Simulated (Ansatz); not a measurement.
Process, species as SMILES: P (PH3) + H+ → [PH4+]
B3LYP-D3(BJ)/def2-TZVP geometries, fixed; electronic energies without zero-point terms; positive where energy is released.

Basis-set convergence of the proton affinity at wB97M-V with Ansatz (a first-principles code). Cartesian d functions, on some or all atoms, in 6-31+G*, 6-31G**; all else is spherical. The program fits the integrals of some runs and decomposes those of others, by size. The functional holds VV10 correlation; no added dispersion term, no relativity. Functions are those of the species that has most. Reference: the value in pcseg-4, 189.43 kcal/mol, itself unsure by roughly 0.04 kcal/mol (its mean distance from aug-pcseg-3, aug-cc-pV(Q+d)Z, cc-pV(5+d)Z). Deviations are taken from unrounded values.

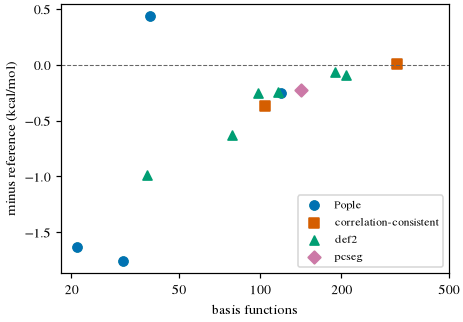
Deviation from the reference against the number of basis functions, by family of sets.

| basis | functions | proton affinity (kcal/mol) | minus reference (kcal/mol) |
|---|---|---|---|
| 6-31G | 21 | 187.79 | -1.63 |
| 6-31+G* | 31 | 187.67 | -1.76 |
| def2-SVP | 38 | 188.44 | -0.99 |
| 6-31G** | 39 | 189.87 | 0.44 |
| def2-TZVPD | 79 | 188.80 | -0.63 |
| def2-TZVPP | 98 | 189.17 | -0.26 |
| jun-cc-pV(T+d)Z | 104 | 189.06 | -0.37 |
| def2-TZVPPD | 116 | 189.18 | -0.24 |
| 6-311++G(3df,3pd) | 119 | 189.18 | -0.25 |
| aug-pcseg-2 | 142 | 189.21 | -0.22 |
| def2-QZVPP | 190 | 189.36 | -0.07 |
| def2-QZVPPD | 208 | 189.34 | -0.09 |
| cc-pV(5+d)Z | 320 | 189.43 | 0.00 |
